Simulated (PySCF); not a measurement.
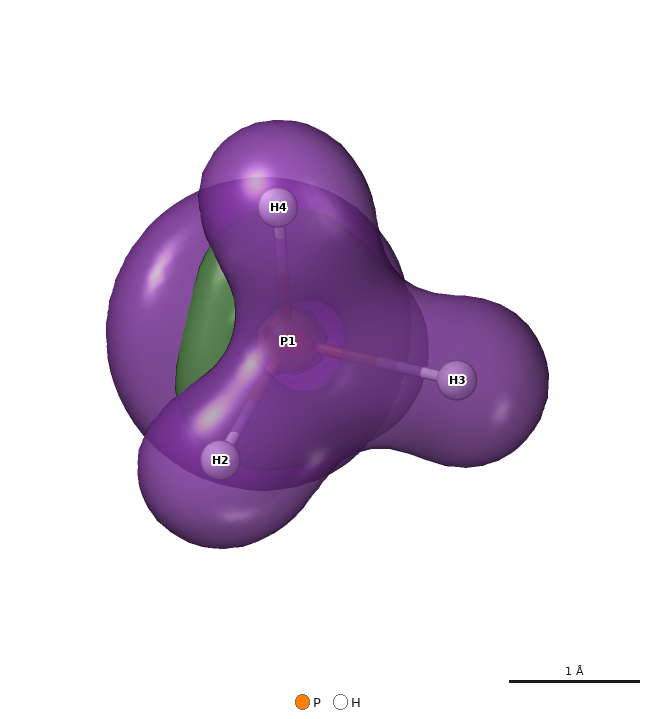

Figure 1: H3P, SMILES `P`. Fukui function f⁻ = ρ(N) − ρ(N−1) at fixed geometry, surfaces at ±0.03 e/Å³ (purple positive, green negative).

Computed with PySCF, B3LYP/def2-SVPD, geometry: GFN2-xTB. No frequency check shows the geometry to be a minimum. GFN2-xTB bond lengths at metals and heavier atoms can be off by up to 0.1 Å and shapes distorted, which carries into these values.

On which atoms does the density change most on removal of an electron?

Answer. f⁻ (Hirshfeld-condensed) is largest on P1 (0.62); the vertical ionisation energy is 10.63 eV. Condensed values hint at sites of electrophilic attack but needn't mark the atom that reacts. Orbital relaxation makes it negative in places (0.10 e in all).

```json
{"atom": "P1", "f⁻": "+0.62", "charge": "+0.07"}
{"atom": "H2", "f⁻": "+0.12", "charge": "−0.02"}
{"atom": "H3", "f⁻": "+0.12", "charge": "−0.02"}
{"atom": "H4", "f⁻": "+0.12", "charge": "−0.02"}
```

The PySCF run took 24 s on 1 thread of Intel(R) Xeon(R) Platinum 8259CL CPU @ 2.50GHz (Skylake/Cascade Lake) (shared host), peak memory 0.27 GiB.
